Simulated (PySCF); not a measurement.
SMILES BrB(Br)Br (BBr3), singlet, PBE0/def2-SVP optimised geometry. Atoms within 1.6 Å of the plane z = 0.0 Å (x, y, z in Å): B1 (-0.47, 0.00, 0.00), Br2 (1.42, 0.00, 0.00), Br3 (-1.42, -1.64, 0.00), Br4 (-1.42, 1.64, 0.00).

Level of theory: PBE0/def2-TZVP run with PySCF. Cells within 0.4 Å of a nucleus heavier than hydrogen are left out (blank, or x).

Map of the Laplacian of the electron density (e/bohr⁵), clipped to [-1.50, 1.50] on the plane z = 0.0 Å:

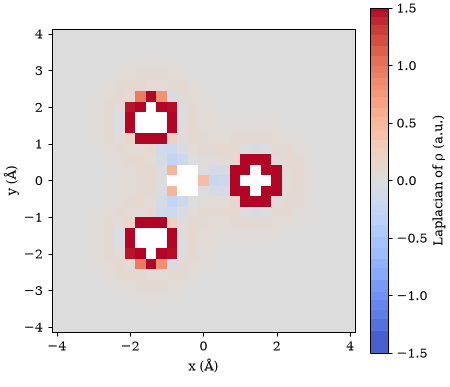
Fig. 1. Laplacian of the electron density (e/bohr⁵), clipped to [-1.50, 1.50] on the plane z = 0.0 Å.
